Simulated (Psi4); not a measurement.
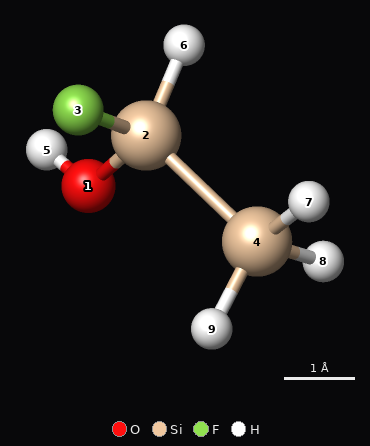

**Figure 1.** The structure as given in the input (ball-and-stick view, seen at a tilt; atoms are numbered from 1 in the order of the input). Bond lengths as drawn: F–Si 1.60 Å, H–O 0.96 Å, H–Si 1.49 Å, O–Si 1.64 Å and Si–Si 2.34 Å.

## Single-point calculation of Si₂H₅OF

Si₂H₅OF, SMILES O[SiH](F)[SiH3], computed with DSD-PBEP86/6-31G*, RKS (Psi4 1.11).

The geometry comes from this level: PBE0-D4/def2-TZVP.

The program's output
```
=> Loading Basis Set <=

    Name: 6-31G*
    Role: ORBITAL
    Keyword: BASIS

         ---------------------------------------------------------
                                   SCF
                              RKS Reference
                        1 Threads,   2098 MiB Core
         ---------------------------------------------------------

  ==> Geometry <==

    Molecular point group: c1
    Full point group: C1

    Geometry (in Angstrom), charge = 0, multiplicity = 1:

       Center              X                  Y                   Z               Mass
    ------------   -----------------  -----------------  -----------------  -----------------
         O           -0.392500000000    -0.610800000000     1.768100000000    15.994914619570
         SI          -0.831500000000    -0.160600000000     0.257700000000    27.976926534650
         F           -1.775600000000     1.133800000000     0.319400000000    18.998403162730
         SI           1.135000000000     0.371100000000    -0.891700000000    27.976926534650
         H           -1.050500000000    -1.005600000000     2.343000000000     1.007825032230
         H           -1.664600000000    -1.215400000000    -0.380600000000     1.007825032230
         H            0.798700000000     0.860600000000    -2.255200000000     1.007825032230
         H            1.981700000000    -0.845200000000    -1.013900000000     1.007825032230
         H            1.887800000000     1.425600000000    -0.163800000000     1.007825032230

  Running in c1 symmetry.

  Rotational constants: A =      0.20023  B =      0.08925  C =      0.06897 [cm^-1]
  Rotational constants: A =   6002.60945  B =   2675.57732  C =   2067.81652 [MHz]
  Nuclear repulsion =  227.836453995710258

  Charge       = 0
  Multiplicity = 1
  Electrons    = 50
  Nalpha       = 25
  Nbeta        = 25

  ==> Algorithm <==

  SCF Algorithm Type is PK.
  DIIS enabled.
  MOM disabled.
  Fractional occupation disabled.
  Guess Type is SAD.
  Energy threshold   = 1.00e-09
  Density threshold  = 1.00e-08
  Integral threshold = 1.00e-12

  ==> Primary Basis <==

  Basis Set: 6-31G*
    Blend: 6-31G*
    Number of shells: 38
    Number of basis functions: 74
    Number of Cartesian functions: 78
    Spherical Harmonics?: true
    Max angular momentum: 2

  ==> DFT Potential <==

   => LibXC <=

    Version 7.1.2

   => Composite Functional: DSD-PBEP86 <=

    DSD-PBEP86 SCS Double Hybrid XC Functional (not dispersion corrected)

    Deriv               =              1
    GGA                 =           TRUE
    Meta                =          FALSE

    Exchange Hybrid     =           TRUE
    MP2 Hybrid          =           TRUE

   => Exchange Functionals <=

    0.2800     XC_GGA_X_PBE

   => Exact (HF) Exchange <=

    0.7200               HF

   => Correlation Functionals <=

    0.4400     XC_GGA_C_P86

   => MP2 Correlation <=

    MP2 SCS Hybrid      =           TRUE
    MP2 OS Alpha        =       0.510000
    MP2 SS Alpha        =       0.360000

   => LibXC Density Thresholds  <==

    XC_GGA_C_P86:  1.00E-15
    XC_GGA_X_PBE:  1.00E-15

   => Molecular Quadrature <=

    Radial Scheme          =       TREUTLER
    Pruning Scheme         =           NONE
    Nuclear Scheme         =       TREUTLER

    Blocking Scheme        =         OCTREE
    BS radius alpha        =              1
    Pruning alpha          =              1
    Radial Points          =             99
    Spherical Points       =            590
    Total Points           =         499452
    Total Blocks           =           3592
    Max Points             =            256
    Max Functions          =             72
    Weights Tolerance      =       1.00E-15

  ==> Integral Setup <==

  Using in-core PK algorithm.
   Calculation information:
      Number of atoms:                   9
      Number of AO shells:              38
      Number of primitives:            104
      Number of atomic orbitals:        78
      Number of basis functions:        74

      Integral cutoff                 1.00e-12
      Number of threads:                 1

  Performing in-core PK
  Using 7703400 doubles for integral storage.
  We computed 240272 shell quartets total.
  Whereas there are 274911 unique shell quartets.

  ==> DiskJK: Disk-Based J/K Matrices <==

    J tasked:                  Yes
    K tasked:                  Yes
    wK tasked:                  No
    Memory [MiB]:              751
    Schwarz Cutoff:          1E-12

  Cached 100.0% of DFT collocation blocks in 0.802 [GiB].

  Minimum eigenvalue in the overlap matrix is 7.7193009944E-03.
  Reciprocal condition number of the overlap matrix is 1.8824735508E-03.
    Using symmetric orthogonalization.

  ==> Pre-Iterations <==

  SCF Guess: Superposition of Atomic Densities via on-the-fly atomic UHF (no occupation information).

   -------------------------
    Irrep   Nso     Nmo
   -------------------------
     A         74      74
   -------------------------
    Total      74      74
   -------------------------

  ==> Iterations <==

                        Total Energy        Delta E     RMS |[F,P]|

   @RKS iter SAD:  -755.01218611433330   -7.55012e+02   0.00000e+00
   @RKS iter   1:  -755.80529290221182   -7.93107e-01   7.08343e-03 DIIS/ADIIS
   @RKS iter   2:  -755.85089730241600   -4.56044e-02   5.96663e-03 DIIS/ADIIS
   @RKS iter   3:  -755.91881686370368   -6.79196e-02   4.10590e-04 DIIS/ADIIS
   @RKS iter   4:  -755.91944579534015   -6.28932e-04   1.34237e-04 DIIS/ADIIS
   @RKS iter   5:  -755.91950541981748   -5.96245e-05   4.80795e-05 DIIS
   @RKS iter   6:  -755.91951114563233   -5.72581e-06   1.07310e-05 DIIS
   @RKS iter   7:  -755.91951159830751   -4.52675e-07   1.25442e-06 DIIS
   @RKS iter   8:  -755.91951160820963   -9.90212e-09   2.63403e-07 DIIS
   @RKS iter   9:  -755.91951160868825   -4.78622e-10   5.77504e-08 DIIS
   @RKS iter  10:  -755.91951160871270   -2.44427e-11   1.19451e-08 DIIS
   @RKS iter  11:  -755.91951160871326   -5.68434e-13   2.17184e-09 DIIS
  Energy and wave function converged.

  ==> Post-Iterations <==

   Electrons on quadrature grid:
      Ntotal   =   49.9999992855 ; deviation = -7.145e-07

    Orbital Energies [Eh]
    ---------------------

    Doubly Occupied:

       1A    -67.891120     2A    -67.820468     3A    -25.719835
       4A    -20.080472     5A     -5.882281     6A     -5.827181
       7A     -4.073741     8A     -4.072306     9A     -4.071001
      10A     -4.016135    11A     -4.016109    12A     -4.015778
      13A     -1.441805    14A     -1.244411    15A     -0.725600
      16A     -0.657495    17A     -0.643235    18A     -0.588189
      19A     -0.580443    20A     -0.537628    21A     -0.482487
      22A     -0.457776    23A     -0.443848    24A     -0.443314
      25A     -0.372640

    Virtual:

      26A      0.081076    27A      0.087903    28A      0.118095
      29A      0.158696    30A      0.181803    31A      0.198353
      32A      0.230697    33A      0.249058    34A      0.275947
      35A      0.331256    36A      0.332792    37A      0.341267
      38A      0.359348    39A      0.443990    40A      0.468330
      41A      0.497772    42A      0.652116    43A      0.686009
      44A      0.730181    45A      0.803089    46A      0.804958
      47A      0.821442    48A      0.828919    49A      0.845377
      50A      1.008684    51A      1.056558    52A      1.122933
      53A      1.156913    54A      1.224401    55A      1.302690
      56A      1.312283    57A      1.315290    58A      1.335306
      59A      1.392465    60A      1.525196    61A      1.536838
      62A      1.558088    63A      1.661926    64A      1.919392
      65A      1.992278    66A      2.006540    67A      2.029176
      68A      2.040347    69A      2.082468    70A      2.211380
      71A      2.359715    72A      2.631859    73A      2.817615
      74A      3.093990

    Final Occupation by Irrep:
              A
    DOCC [    25 ]
    NA   [    25 ]
    NB   [    25 ]

  @RKS Final Energy:  -755.91951160871326

   => Energetics <=

    Nuclear Repulsion Energy =            227.8364539957102579
    One-Electron Energy =               -1502.6009223096477854
    Two-Electron Energy =                 536.7034690510473638
    DFT Exchange-Correlation Energy =     -17.8585123458231649
    Empirical Dispersion Energy =           0.0000000000000000
    VV10 Nonlocal Energy =                  0.0000000000000000
    Total Energy =                       -755.9195116087132646

Computation Completed

Properties will be evaluated at   0.000000,   0.000000,   0.000000 [a0]

Properties computed using the SCF density matrix

 Multipole Moments:

 ------------------------------------------------------------------------------------
     Multipole            Electronic (a.u.)      Nuclear  (a.u.)        Total (a.u.)
 ------------------------------------------------------------------------------------

 L = 1.  Multiply by 2.5417464519 to convert [e a0] to [Debye]
 Dipole X            :         24.2181922          -24.4120490           -0.1938568
 Dipole Y            :        -14.7556567           14.1442221           -0.6114346
 Dipole Z            :        -12.4769225           12.6099535            0.1330310
 Magnitude           :                                                    0.6550801

 ------------------------------------------------------------------------------------

	total time  =          7 seconds =       0.12 minutes

   => Loading Basis Set <=

    Name: (6-31G* AUX)
    Role: RIFIT
    Keyword: DF_BASIS_MP2

	 --------------------------------------------------------
	                          DF-MP2
	      2nd-Order Density-Fitted Moller-Plesset Theory
	              RMP2 Wavefunction,   1 Threads

	 --------------------------------------------------------

   => Auxiliary Basis Set <=

  Basis Set: (6-31G* AUX)
    Blend: CC-PVDZ-RI
    Number of shells: 114
    Number of basis functions: 334
    Number of Cartesian functions: 387
    Spherical Harmonics?: true
    Max angular momentum: 3

	 --------------------------------------------------------
	                 NBF =    74, NAUX =   334
	 --------------------------------------------------------
	   CLASS    FOCC     OCC    AOCC    AVIR     VIR    FVIR
	   PAIRS      12      25      13      49      49       0
	 --------------------------------------------------------

	-----------------------------------------------------------
	 ==================> DF-MP2 Energies <====================
	-----------------------------------------------------------
	 Reference Energy          =    -755.9195116087132646 [Eh]
	 Singles Energy            =      -0.0000000000000000 [Eh]
	 Same-Spin Energy          =      -0.1428103662556155 [Eh]
	 Opposite-Spin Energy      =      -0.4258413028727283 [Eh]
	 Correlation Energy        =      -0.5686516691283439 [Eh]
	 Total Energy              =    -756.4881632778416360 [Eh]
	-----------------------------------------------------------
	 ================> DF-SCS-MP2 Energies <==================
	-----------------------------------------------------------
	 SCS Same-Spin Scale       =       0.3600000000000000 [-]
	 SCS Opposite-Spin Scale   =       0.5100000000000000 [-]
	 SCS Same-Spin Energy      =      -0.0514117318520216 [Eh]
	 SCS Opposite-Spin Energy  =      -0.2171790644650914 [Eh]
	 SCS Correlation Energy    =      -0.5586130188658125 [Eh]
	 SCS Total Energy          =    -756.4781246275790636 [Eh]
	-----------------------------------------------------------

    DSD-PBEP86 Energy Summary
    -------------------------
    DFT Reference Energy                  =  -755.9195116087132646
    Scaled MP2 Correlation                =    -0.2685907963171130
    @Final double-hybrid DFT total energy =  -756.1881024050303495

	total time  =          0 seconds =       0.00 minutes
```

Standard output
```
DSD-PBEP86 energy: -756.1881024050 Eh
```

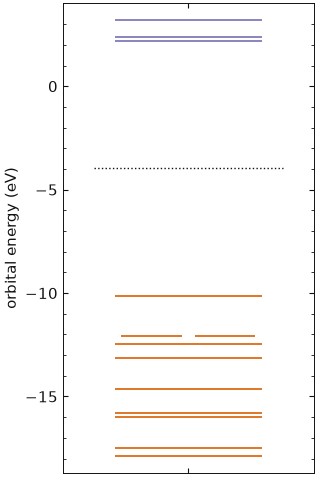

**Figure 2.** Orbital energies near the frontier; the dotted line parts filled from empty levels, and levels within 0.02 eV of each other stand side by side. Highest filled −10.14 eV, lowest empty 2.21 eV, 12.35 eV apart.

The run was set up as follows.

Input file (job.py)
```python
import psi4

psi4.set_memory('2200 MB')
psi4.set_num_threads(1)
psi4.core.set_output_file('output.dat', False)

geom = psi4.geometry("""
0 1
O     -0.392500    -0.610800     1.768100
Si    -0.831500    -0.160600     0.257700
F     -1.775600     1.133800     0.319400
Si     1.135000     0.371100    -0.891700
H     -1.050500    -1.005600     2.343000
H     -1.664600    -1.215400    -0.380600
H      0.798700     0.860600    -2.255200
H      1.981700    -0.845200    -1.013900
H      1.887800     1.425600    -0.163800
units angstrom
symmetry c1
no_reorient
no_com
""")

psi4.set_options({
    'basis': '6-31G*',
    'reference': 'rks',
    'puream': True,
    'e_convergence': 1e-09,
    'd_convergence': 1e-08,
    'scf_type': 'pk',
    'dft_radial_points': 99,
    'dft_spherical_points': 590,
    'num_frozen_docc': 12,
})

energy_value, wavefunction = psi4.energy('DSD-PBEP86', return_wfn=True)
print(f'DSD-PBEP86 energy: {energy_value:.10f} Eh')
```

Launch command:
```bash
python job.py
```

Summary

| quantity | value |
| --- | --- |
| outcome | converged |
| total energy | −756.188102 hartree |
| SCF energy | −755.919512 hartree |
| basis functions | 74 |
| HOMO | −10.14 eV |
| LUMO | 2.21 eV |
| hardware | 1 thread of Intel Xeon (Granite Rapids), 32 GiB of memory available, shared host |
| wall time | 8.1 s |
| peak memory | 1.1 GiB |
